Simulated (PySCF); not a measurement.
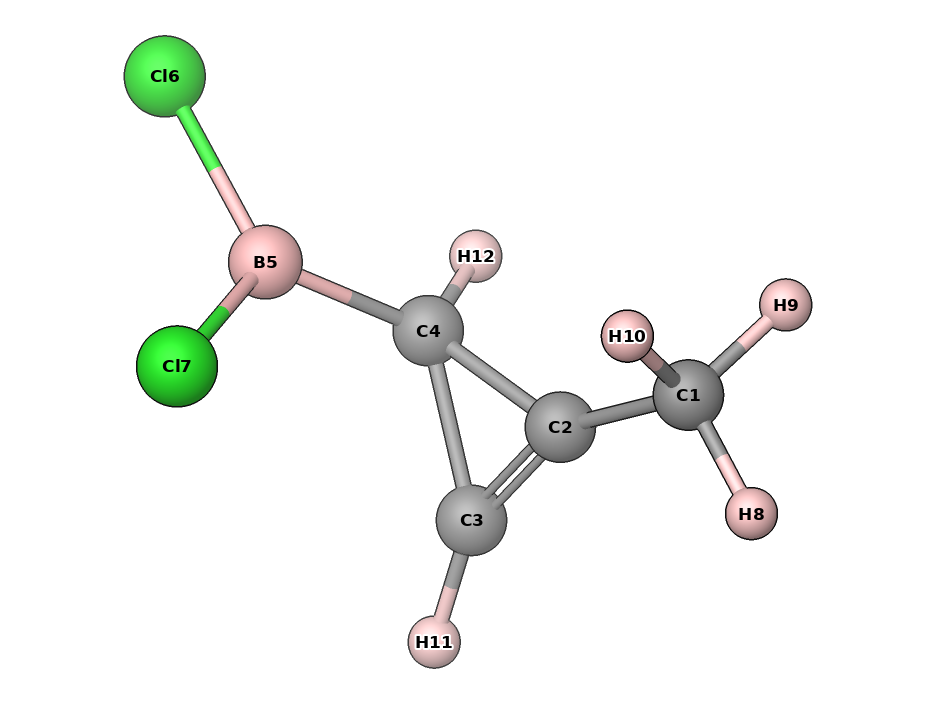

Depth is shown by fading: the farther an atom, the more it takes the colour of the background. The computed structure is the end point of a PBE0-D3(BJ)/def2-SVP optimisation. No frequency run is at hand to confirm it as a minimum.

Q: Find the stereocentres and stereogenic double bonds.

A: Centres: C4.

Q: What are the Cahn–Ingold–Prelog descriptors?

A: C4: R (priorities C2 > C3 > B5 > H12).

Q: Write the isomeric SMILES.

A: CC1=C[C@H]1B(Cl)Cl
